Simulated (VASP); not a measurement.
Band structure of Ce (space group Fm-3m). All values below come from PBE GGA, VASP's PBE PAW potentials (set 64) (plane waves; VASP).

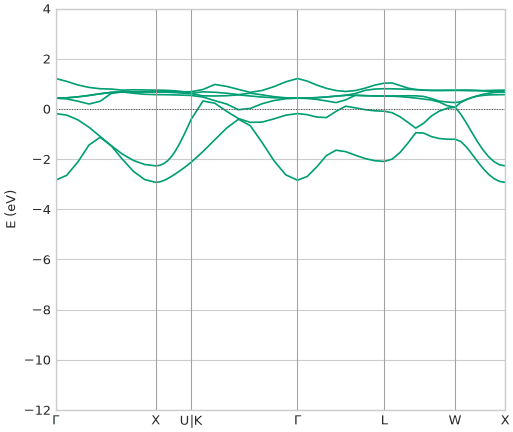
Figure. Bands along high-symmetry lines, zero at the valence-band maximum or, without a gap, the Fermi level

Q: Read the plot: is there a gap, and where are the band edges?

A: It has no gap at this level: it comes out as a metal or semimetal.

The structure comes from a computed database's Ce entry; how it stands against other phases isn't given here. The cell was not relaxed at this level. The run is not spin-polarised, so no magnetic state was tried.
